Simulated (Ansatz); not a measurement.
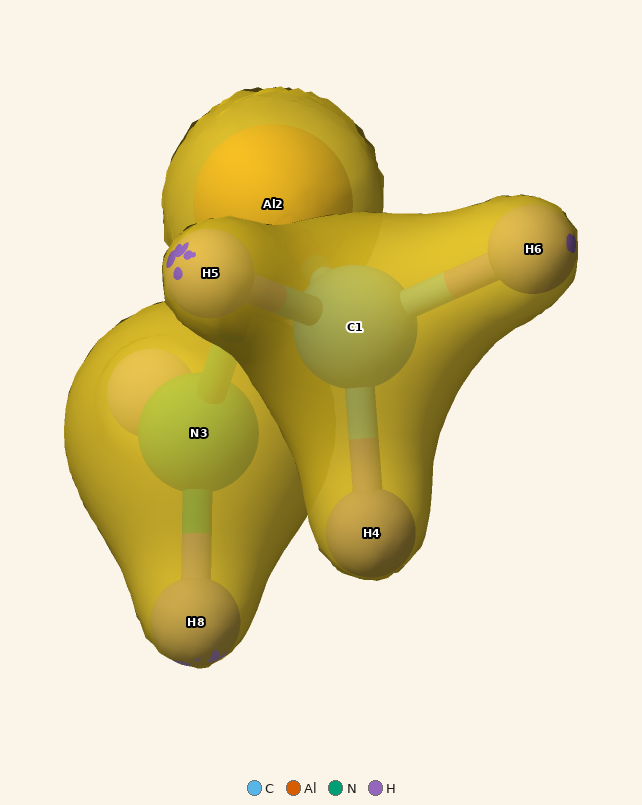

Figure 1: CH₅AlN (SMILES [CH3][Al][NH2]) (doublet). Isosurface of the electron density at 1 e/Å³ (yellow), seen at an oblique angle.

These are results of UKS revPBE/def2-mTZVP (Ansatz 0.2.0), not measurements.

| atom | x (Å) | y (Å) | z (Å) |
| --- | --- | --- | --- |
| C | -0.8892 | 1.0830 | -0.5615 |
| Al | 0.5467 | 0.4542 | 0.6829 |
| N | 0.6174 | -1.3100 | 1.0648 |
| H | -1.5970 | 0.2674 | -0.7872 |
| H | -0.4635 | 1.4367 | -1.5151 |
| H | -1.4607 | 1.9222 | -0.1341 |
| H | 1.3054 | -1.7505 | 1.6738 |
| H | -0.0221 | -2.0180 | 0.6993 |

> Which contacts does the surface bridge?

At this value the surface falls into three separate pieces. It bridges the sampled N–H (1.02 Å) and C–H (1.10 Å) contacts, where the density stays above the isovalue. It is pinched off along the sampled Al–N (1.81 Å) and C–Al (2.00 Å) contacts. On the grid the lowest density along these lines, outside the cores, is 0.66 e/Å³ (Al–N, 1.81 Å), 0.53 e/Å³ (C–Al, 2.00 Å), 2.2 e/Å³ (N–H, 1.02 Å) and 1.7 e/Å³ (C–H, 1.10 Å).
